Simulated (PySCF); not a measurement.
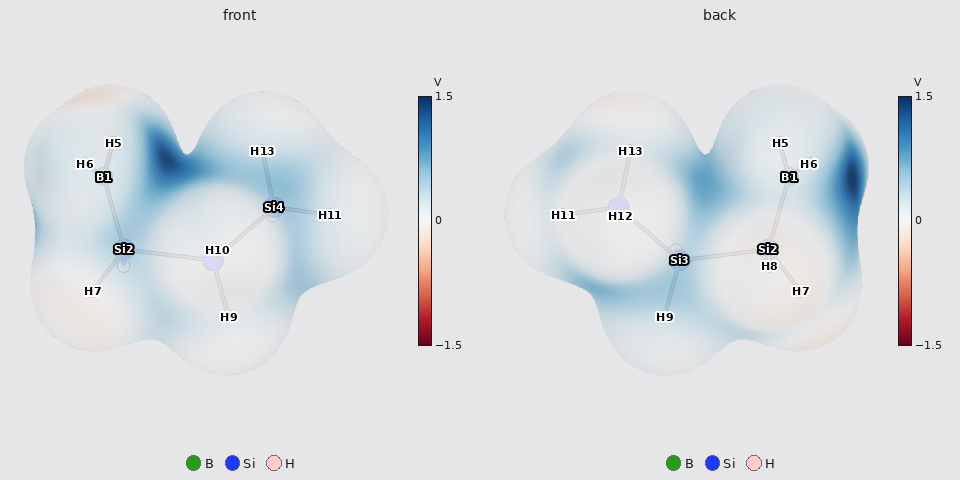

BH9Si3 (SMILES B[SiH2][SiH2][SiH3]). The molecular electrostatic potential painted on the density surface at 0.001 e/bohr³, seen from the front and from behind; red is negative and blue positive.

Geometry: GFN2-xTB.

Computed with PBE0/pcSseg-1, SCF density, gas phase, non-relativistic (PySCF 2.14.0).

```yaml
atoms:
  - { symbol: B, position_ang: [-2.3619, 0.4321, 0.2164] }
  - { symbol: Si, position_ang: [-1.3326, -0.9673, -0.6301] }
  - { symbol: Si, position_ang: [0.8626, -0.8651, 0.1967] }
  - { symbol: Si, position_ang: [1.9743, 1.1157, -0.2387] }
  - { symbol: H, position_ang: [-2.3591, 1.5243, -0.2075] }
  - { symbol: H, position_ang: [-2.9416, 0.2576, 1.2192] }
  - { symbol: H, position_ang: [-1.8132, -2.3490, -0.4459] }
  - { symbol: H, position_ang: [-1.1954, -0.8737, -2.0974] }
  - { symbol: H, position_ang: [1.6419, -2.0091, -0.3021] }
  - { symbol: H, position_ang: [0.8468, -1.0968, 1.6531] }
  - { symbol: H, position_ang: [3.3525, 1.1716, 0.2533] }
  - { symbol: H, position_ang: [2.0422, 1.4066, -1.6731] }
  - { symbol: H, position_ang: [1.2792, 2.2536, 0.3738] }
```

**Which sites attract a positive test charge, and which a negative one?**

A positive charge is drawn to the negative regions and a negative charge to the positive ones. The most negative region (about −0.1 V) lies over H5 and H6, the most positive (about +1.4 V) over B1.
